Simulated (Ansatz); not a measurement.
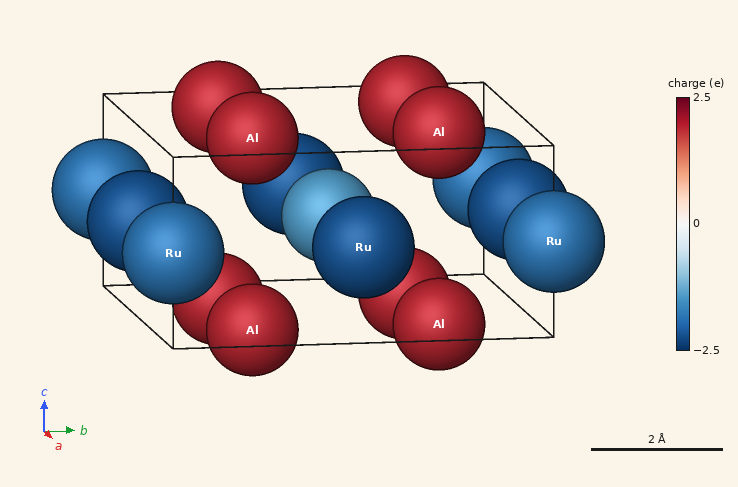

The crystal in a spheres-only representation, seen slightly off an axis. The outline marks the simulation cell. The atoms of this Al4CoRu3 cell are coloured by their Bader charge.

Computed with DFT PBE, scalar-relativistic, plane waves, PAW in Ansatz. Settings: wavefunction cutoff 420 eV, a 6×6×12 grid in reciprocal space, Gaussian smearing of 0.1 eV, no spin polarisation (a spin-restricted run, not always the ground state).

**Give the charges by element.**

Most positive: Al; most negative: Ru. Charges: about Al +1.9 e; Co -1.4 e; Ru -2.2 to -1.8 e.

The model was built from a structure type filled with these elements by a generator (whether the compound takes this form wasn't checked). Earlier steps of the study may have refined or changed the cell and positions. It went into a calculation with Ansatz.
